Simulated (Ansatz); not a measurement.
```xyz
14
Lattice="6.3105 0.0000 0.0000 0.1003 8.3343 0.0000 2.6216 0.7309 10.7889" Properties=species:S:1:pos:R:3 pbc="T T T"
Hf    4.7296    0.9959    0.0107
Hf    1.6773    6.8935    0.0863
Cl    7.0512    8.1908    5.4860
Cl    5.7460    6.6457    5.4596
Cl    2.6963    2.0810    5.8017
Cl    2.5331    3.4563    4.3472
Cl    6.4931    3.1647    9.1948
Cl    5.6097    2.5496    1.4889
Cl    3.0920    1.2444    9.4456
Cl    2.6866    0.6206    1.3817
Cl    2.5657    5.4555    1.6882
Cl    3.4319    6.0610    9.4006
Cl    5.9478    7.3680    1.4366
Cl    6.3446    7.9981    9.5052
```

Space group P1; a generated structure, not necessarily the stable one.

These are results of DFT PBE, scalar-relativistic, plane waves, PAW in Ansatz 0.2.0, not measurements.

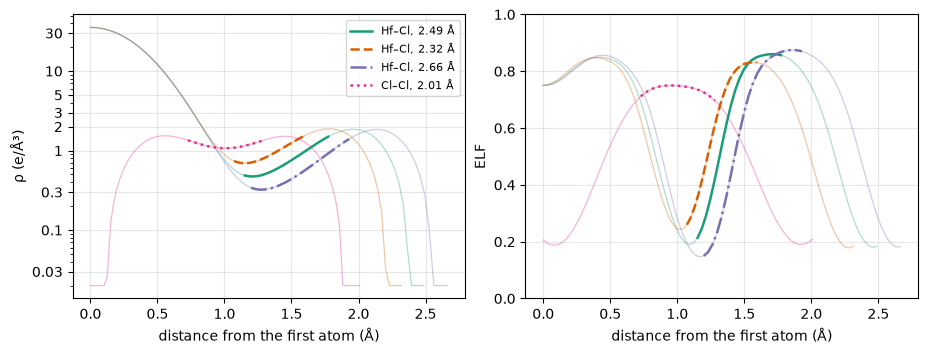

HfCl6. Valence pseudo-density and electron localisation function along straight lines between neighbouring atoms. Thin, pale parts lie inside the atomic spheres.

The density is the valence pseudo-density of a PAW calculation; it isn't the true density close to the nuclei.

Question: Compare the contacts.

Answer: Hf–Cl (2.49 Å): ρ at the midpoint is about 0.48 e/Å³; the ELF peaks at about 0.85 in the valence shell of Cl, 0.8 Å from its nucleus, and is about 0.35 at the midpoint.
Hf–Cl (2.32 Å): ρ is about 0.69 e/Å³ halfway; the ELF peaks at about 0.85 in the valence shell of Cl, 0.8 Å from its nucleus, and is about 0.35 at the midpoint.
Hf–Cl (2.66 Å): ρ is about 0.33 e/Å³ halfway; the ELF peaks at about 0.90 in the valence shell of Cl, 0.8 Å from its nucleus, and is about 0.30 at the midpoint; no localised pair shows between them.
Cl–Cl (2.01 Å): the density is about 1.1 e/Å³ at the midpoint; the ELF peaks at about 0.75 between the atoms (a shared electron pair).
